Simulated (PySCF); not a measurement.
# Sn²⁺: dipole response in aug-cc-pVTZ-PP with ECP28

Aim: the static polarisability and the C₆ coefficient of Sn²⁺, method by method.

Method: unrestricted determinants in a Gaussian basis, no spin-orbit coupling in the energies. Code: PySCF 2.14.0.

## Step 1: The system

- Element: tin (Z = 50)
- Basis: aug-cc-pVTZ-PP with ECP28MDF
- Hamiltonian: scalar relativity through the core potential
- State 1: Sn²⁺: [Kr] 4d10 5s2, closed-shell 1S
- Methods: UHF, PBE, PBE0, TPSS, r2SCANh

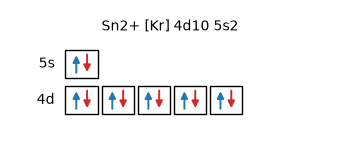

The shells outside the core, filled by Hund's rule for the drawing.

One driver process ran all states and methods and kept the integrals in memory. Each run is shown as a PySCF script that sums up its settings (the driver passes frozen orbitals as a list and adds second-order terms of double hybrids); the logs are those of the runs themselves. The driver starts from symmetry-adapted Hartree-Fock orbitals, holds the occupation by maximum overlap and uses a logarithmic radial grid for functionals, so a plain start would take other cycles.

The integrals over 55 functions and the set-up took 0.42 s of CPU time.

## Step 2: Sn²⁺: the ladder of methods

#### UHF

The input, input.py:

```python
from pyscf import gto, scf, dft, mp, cc
import basis_set_exchange as bse
txt = bse.get_basis("aug-cc-pVTZ-PP", elements=["Sn"], fmt="nwchem", header=False)
cut = txt.index("\nECP")
mol = gto.M(atom="Sn 0 0 0", charge=2, spin=0, symmetry="D2h",
            basis=gto.basis.parse(txt[:cut]),
            ecp={"Sn": gto.basis.parse_ecp(txt[cut:])})
mf = scf.UHF(mol)
mf.irrep_nelec = {'Ag': (4, 4), 'B1g': (1, 1), 'B2g': (1, 1), 'B3g': (1, 1), 'B1u': (1, 1), 'B2u': (1, 1), 'B3u': (1, 1)}
mf.kernel()
```

The log of the run:

```text
damping factor = 0
level_shift factor = 0
DIIS = <class 'pyscf.scf.diis.CDIIS'>
diis_start_cycle = 1
diis_space = 10
diis_damp = 0
SCF conv_tol = 1e-09
SCF conv_tol_grad = None
number electrons alpha = 10  beta = 10
cycle= 1 E= -212.583299082481  delta_E= -4.15e-11  |g|= 1.44e-06  |ddm|= 6.53e-05
converged SCF energy = -212.583299082481  <S^2> = -7.1054274e-15  2S+1 = 1
```

CPU time 0.81 s on a shared host, the integrals not counted.

The occupied shells:

```csv
shell,electrons,mean orbital energy (eV),spread (eV),rms radius (bohr)
4s,2,-176.84,0,0.879
4p,6,-127.44,0,0.953
4d,10,-52.973,0,1.17
5s,2,-28.789,0,2.42
```

⟨S²⟩ = 0.000, ⟨L²⟩ = 0.00.

The driver then solved the coupled dipole response at imaginary frequencies: mean α = 17.74 bohr³, C₆ = 95.60 au for a like pair.

Energies and moments cover only the electrons outside the core potential.

#### PBE

Changes to input.py:

```diff
@@ -7,3 +7,3 @@
             ecp={"Sn": gto.basis.parse_ecp(txt[cut:])})
-mf = scf.UHF(mol)
+mf = dft.UKS(mol, xc="PBE")
 mf.irrep_nelec = {'Ag': (4, 4), 'B1g': (1, 1), 'B2g': (1, 1), 'B3g': (1, 1), 'B1u': (1, 1), 'B2u': (1, 1), 'B3u': (1, 1)}
```

The log of the run:

```text
damping factor = 0
level_shift factor = 0
DIIS = <class 'pyscf.scf.diis.CDIIS'>
diis_start_cycle = 1
diis_space = 10
diis_damp = 0
SCF conv_tol = 1e-09
SCF conv_tol_grad = None
number electrons alpha = 10  beta = 10
XC functionals = PBE
    J. P. Perdew, K. Burke, and M. Ernzerhof.,  Phys. Rev. Lett. 77, 3865 (1996)
    J. P. Perdew, K. Burke, and M. Ernzerhof.,  Phys. Rev. Lett. 78, 1396 (1997)
    J. P. Perdew, K. Burke, and M. Ernzerhof.,  Phys. Rev. Lett. 77, 3865 (1996)
    J. P. Perdew, K. Burke, and M. Ernzerhof.,  Phys. Rev. Lett. 78, 1396 (1997)
cycle= 1 E= -213.459372964713  delta_E= -0.00748  |g|= 0.0458  |ddm|= 0.881
cycle= 2 E= -213.45961205461  delta_E= -0.000239  |g|= 0.0334  |ddm|= 0.157
cycle= 3 E= -213.459925908085  delta_E= -0.000314  |g|= 0.000517  |ddm|= 0.0756
cycle= 4 E= -213.459925996909  delta_E= -8.88e-08  |g|= 8.64e-07  |ddm|= 0.00184
cycle= 5 E= -213.459925996909  delta_E= -2.56e-13  |g|= 1.38e-08  |ddm|= 7.32e-06
converged SCF energy = -213.459925996909  <S^2> = -1.0658141e-14  2S+1 = 1
```

CPU time 1.5 s on a shared host, the integrals not counted.

The driver then solved the coupled dipole response at imaginary frequencies: mean α = 14.62 bohr³, C₆ = 75.49 au for a like pair.

#### PBE0

Changes to input.py:

```diff
@@ -7,3 +7,3 @@
             ecp={"Sn": gto.basis.parse_ecp(txt[cut:])})
-mf = dft.UKS(mol, xc="PBE")
+mf = dft.UKS(mol, xc="PBE0")
 mf.irrep_nelec = {'Ag': (4, 4), 'B1g': (1, 1), 'B2g': (1, 1), 'B3g': (1, 1), 'B1u': (1, 1), 'B2u': (1, 1), 'B3u': (1, 1)}
```

The log of the run:

```text
damping factor = 0
level_shift factor = 0
DIIS = <class 'pyscf.scf.diis.CDIIS'>
diis_start_cycle = 1
diis_space = 10
diis_damp = 0
SCF conv_tol = 1e-09
SCF conv_tol_grad = None
number electrons alpha = 10  beta = 10
XC functionals = PBE0
    C. Adamo and V. Barone.,  J. Chem. Phys. 110, 6158 (1999)
    M. Ernzerhof and G. E. Scuseria.,  J. Chem. Phys. 110, 5029 (1999)
cycle= 1 E= -213.466235724939  delta_E= -0.00453  |g|= 0.0229  |ddm|= 0.643
cycle= 2 E= -213.466336214265  delta_E= -0.0001  |g|= 0.0131  |ddm|= 0.123
cycle= 3 E= -213.466383850216  delta_E= -4.76e-05  |g|= 0.000415  |ddm|= 0.0283
cycle= 4 E= -213.466383903582  delta_E= -5.34e-08  |g|= 7.04e-07  |ddm|= 0.00209
cycle= 5 E= -213.466383903583  delta_E= -3.13e-13  |g|= 3.41e-08  |ddm|= 1.08e-05
converged SCF energy = -213.466383903583  <S^2> = -8.8817842e-15  2S+1 = 1
```

CPU time 2.3 s on a shared host, the integrals not counted.

The driver then solved the coupled dipole response at imaginary frequencies: mean α = 15.33 bohr³, C₆ = 79.90 au for a like pair.

#### TPSS

Changes to input.py:

```diff
@@ -7,3 +7,3 @@
             ecp={"Sn": gto.basis.parse_ecp(txt[cut:])})
-mf = dft.UKS(mol, xc="PBE0")
+mf = dft.UKS(mol, xc="TPSS")
 mf.irrep_nelec = {'Ag': (4, 4), 'B1g': (1, 1), 'B2g': (1, 1), 'B3g': (1, 1), 'B1u': (1, 1), 'B2u': (1, 1), 'B3u': (1, 1)}
```

The log of the run:

```text
damping factor = 0
level_shift factor = 0
DIIS = <class 'pyscf.scf.diis.CDIIS'>
diis_start_cycle = 1
diis_space = 10
diis_damp = 0
SCF conv_tol = 1e-09
SCF conv_tol_grad = None
number electrons alpha = 10  beta = 10
XC functionals = TPSS
    J. Tao, J. P. Perdew, V. N. Staroverov, and G. E. Scuseria.,  Phys. Rev. Lett. 91, 146401 (2003)
    J. P. Perdew, J. Tao, V. N. Staroverov, and G. E. Scuseria.,  J. Chem. Phys. 120, 6898 (2004)
    J. Tao, J. P. Perdew, V. N. Staroverov, and G. E. Scuseria.,  Phys. Rev. Lett. 91, 146401 (2003)
    J. P. Perdew, J. Tao, V. N. Staroverov, and G. E. Scuseria.,  J. Chem. Phys. 120, 6898 (2004)
cycle= 1 E= -213.373447467931  delta_E= -0.00757  |g|= 0.0471  |ddm|= 0.868
cycle= 2 E= -213.373713419988  delta_E= -0.000266  |g|= 0.0338  |ddm|= 0.188
cycle= 3 E= -213.374035972207  delta_E= -0.000323  |g|= 0.000448  |ddm|= 0.0761
cycle= 4 E= -213.374036035078  delta_E= -6.29e-08  |g|= 4.24e-06  |ddm|= 0.00147
cycle= 5 E= -213.374036035084  delta_E= -6.57e-12  |g|= 1.57e-08  |ddm|= 1.05e-05
converged SCF energy = -213.374036035084  <S^2> = -8.8817842e-15  2S+1 = 1
```

CPU time 4.8 s on a shared host, the integrals not counted.

The driver then solved the coupled dipole response at imaginary frequencies: mean α = 15.33 bohr³, C₆ = 80.92 au for a like pair.

#### r2SCANh

Changes to input.py:

```diff
@@ -7,3 +7,3 @@
             ecp={"Sn": gto.basis.parse_ecp(txt[cut:])})
-mf = dft.UKS(mol, xc="TPSS")
+mf = dft.UKS(mol, xc="HYB_MGGA_XC_R2SCANH")
 mf.irrep_nelec = {'Ag': (4, 4), 'B1g': (1, 1), 'B2g': (1, 1), 'B3g': (1, 1), 'B1u': (1, 1), 'B2u': (1, 1), 'B3u': (1, 1)}
```

The log of the run:

```text
damping factor = 0
level_shift factor = 0
DIIS = <class 'pyscf.scf.diis.CDIIS'>
diis_start_cycle = 1
diis_space = 10
diis_damp = 0
SCF conv_tol = 1e-09
SCF conv_tol_grad = None
number electrons alpha = 10  beta = 10
XC functionals = HYB_MGGA_XC_R2SCANH
    M. Bursch, H. Neugebauer, S. Ehlert, and S. Grimme.,  J. Chem. Phys. 156, 134105 (2022)
cycle= 1 E= -213.519414521923  delta_E= -0.00563  |g|= 0.0208  |ddm|= 0.661
cycle= 2 E= -213.519543608341  delta_E= -0.000129  |g|= 0.0127  |ddm|= 0.126
cycle= 3 E= -213.519588662244  delta_E= -4.51e-05  |g|= 0.000577  |ddm|= 0.0285
cycle= 4 E= -213.519589014684  delta_E= -3.52e-07  |g|= 4.79e-05  |ddm|= 0.00475
cycle= 5 E= -213.519589017179  delta_E= -2.49e-09  |g|= 1.69e-06  |ddm|= 0.00103
cycle= 6 E= -213.519589017181  delta_E= -1.88e-12  |g|= 3.99e-08  |ddm|= 1.2e-05
converged SCF energy = -213.519589017181  <S^2> = -8.8817842e-15  2S+1 = 1
```

It used 6.7 s of CPU time after the integrals (shared host).

The driver then solved the coupled dipole response at imaginary frequencies: mean α = 15.67 bohr³, C₆ = 84.96 au for a like pair.

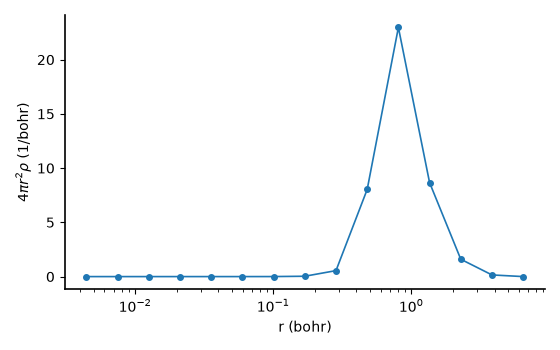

Radial density 4πr²ρ of Sn²⁺ at UHF, the electrons outside the core potential, at 15 stored radii joined by straight lines.

## Step 3: The response side by side

Sn²⁺, in atomic units:

```csv
method,mean α,C₆ (like pair),S(−4)
UHF,17.74,95.60,132.0
PBE,14.62,75.49,84.24
PBE0,15.33,79.90,94.20
TPSS,15.33,80.92,92.29
r2SCANh,15.67,84.96,91.98
```

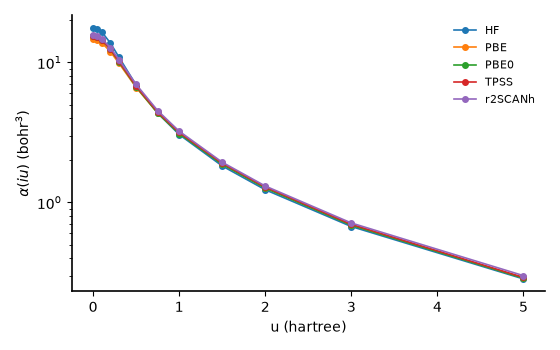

α(iu) of Sn²⁺, the polarisability at imaginary frequency, on a logarithmic scale.

## Step 4: What came out

| quantity | value |
| --- | --- |
| α of Sn²⁺ | 14.62 (PBE) to 17.74 (UHF) bohr³ |

**Reading.** A single London oscillator with the computed α and C₆ of Sn²⁺ at UHF would have ω = 4 C₆ / (3 α²) = 0.405 hartree. The basis is finite, and no extrapolation was made.
